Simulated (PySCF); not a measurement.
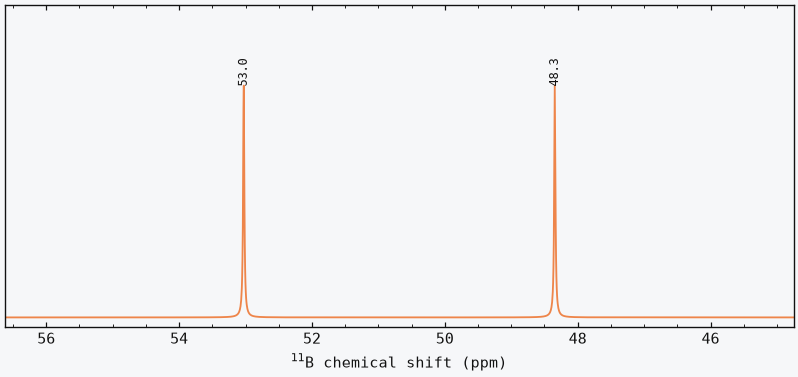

GIAO shifts, PBE/pcSseg-2, PySCF 2.14.0, at a PBE0-D3(BJ)/def2-SVP geometry (no frequency check), against BF₃.OEt₂ for ¹¹B computed at the same level. Gas phase, fully decoupled, line heights follow the number of nuclei, widths are arbitrary (no quadrupolar broadening); values of one conformer, averaged over methyl-type rotors and exact or near symmetry; other conformers aren't averaged in.

### Which structure fits the spectrum?
A. C₂H₇B₂N, SMILES BNBC=C
B. CH₅BFOP, SMILES COB(F)P

Option A. Its ¹¹B signals: 53.0 (1 B), 48.3 (1 B) ppm.
